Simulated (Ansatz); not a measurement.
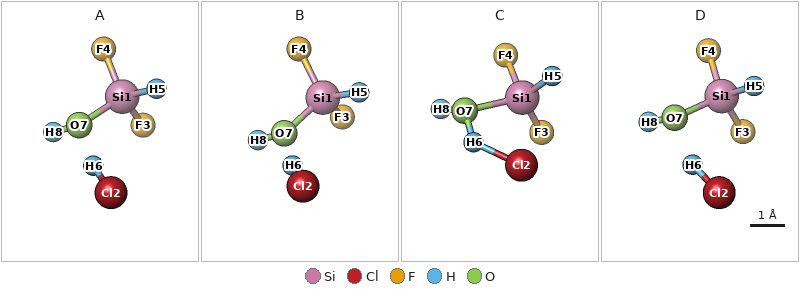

4 geometries from a converged minimum-energy path of SiH3OClF2, made up of SiHClF$_{2}$ and H2O, shuffled. Style: ball-and-stick. Shown from a free direction.

The calculation used UKS B3LYP-D4/cc-pVDZ (Ansatz). Set-up: 5 movable images; climbing image; force threshold 0.05 eV/Å; iteration limit 60; starting path through a guess of the saddle point.

**Which of them lies highest in energy?**

C. In order along the path, whose images run from 0 to 6: C (image 2, +0.79 eV), D (image 4, −0.03 eV), A (image 5, −0.05 eV), B (image 6, −0.05 eV). Breaking: H6–O7 (0.97 → 1.12 at the top → 1.87 Å), Si1–Cl2 (2.08 → 2.58 at the top → 4.27 Å). Forming: Cl2–H6 (2.84 → 1.67 at the top → 1.31 Å), Si1–O7 (2.59 → 1.80 at the top → 1.67 Å).

Limits of the set-up: the start holds two separate molecules, 2.3 Å apart at their closest, whose relative position is a soft coordinate.

The run took 4.6 min on 2 threads of Arm Neoverse V2, with other jobs on the host, peak memory 0.29 GiB.
